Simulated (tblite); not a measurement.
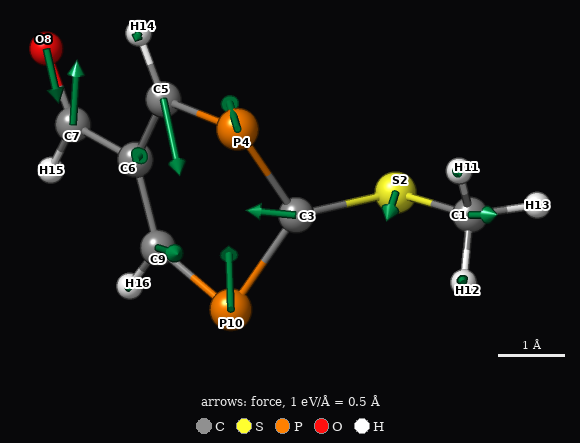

Starting geometry of C$_{6}$H$_{6}$OP$_{2}$S with the computed forces as green arrows. Style: ball-and-stick. Shown at a tilt.

All numbers below come from GFN2-xTB geometry optimisation, gas phase in tblite. 

What follows when this structure is relaxed?

Answer. It isn't relaxed: the largest force vector, on P10, is 3.19 eV/Å. The final displacements have little in common with the starting forces (cosine between the two patterns 0.24). The energy falls by 60.8 kcal/mol in 168 geometry steps. The atom that moves furthest after the best rigid fit is H12 (1.79 Å). Largest moves by element: H 1.79 Å, S 1.55 Å, P 1.27 Å, O 0.84 Å, C 0.75 Å. Among the contacts that change: C9–P10 1.855 → 1.723 Å, C3–P10 1.832 → 1.761 Å, C3–P4 1.822 → 1.757 Å, C5–C6 1.418 → 1.389 Å. Among the angles between lasting bonds that change: P4–C3–P10 116.1° → 130.6°, S2–C3–P10 119.2° → 110.5°, C3–P10–C9 95.9° → 102.8°. Groups turn about S2–C3 by about 80°, C3–P4 by about 75°, C3–P10 by about 75°.
